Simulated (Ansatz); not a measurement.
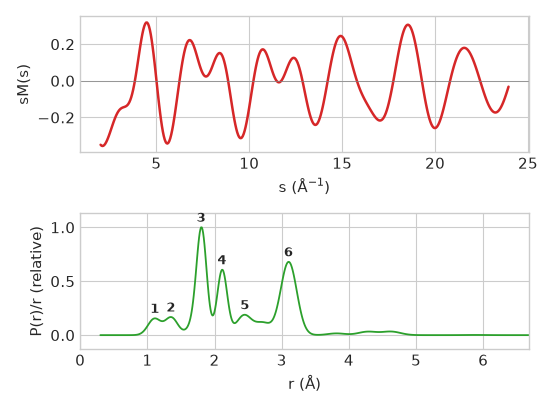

Simulated gas electron diffraction: reduced molecular intensity sM(s) from the Debye equation in the first Born approximation (top) and the radial distribution curve (bottom) of CH₄MgS. Each pair of atoms contributes with weight ZᵢZⱼ/r; damping constant 0.0015 Å²; vibrational amplitudes assumed, not computed: 0.05 Å for bonds, 0.078 Å for bonds to H, 0.06 + 0.015 r up to 0.15 Å for other pairs. The geometry is the end point of an optimisation (Ansatz, RKS PBE0-D4/def2-SVP); it may be a saddle point or a higher isomer.

Assign the numbered peaks of the radial distribution curve (– bonded, ··· not bonded).

Peak 1, 1.11 Å: C–H 1.10 Å (×2)
Peak 2, 1.35 Å: S–H 1.36 Å
Peak 3, 1.80 Å: Mg–H 1.70 Å, S–C 1.81 Å, not resolved
Peak 4, 2.11 Å: Mg–C 2.11 Å
Peak 5, 2.45 Å: S···H 2.43 Å (×2), C···H 2.48 Å, Mg···H 2.71 Å, not resolved; in its flanks Mg···H 2.72 Å
Peak 6, 3.10 Å: S···Mg 3.10 Å
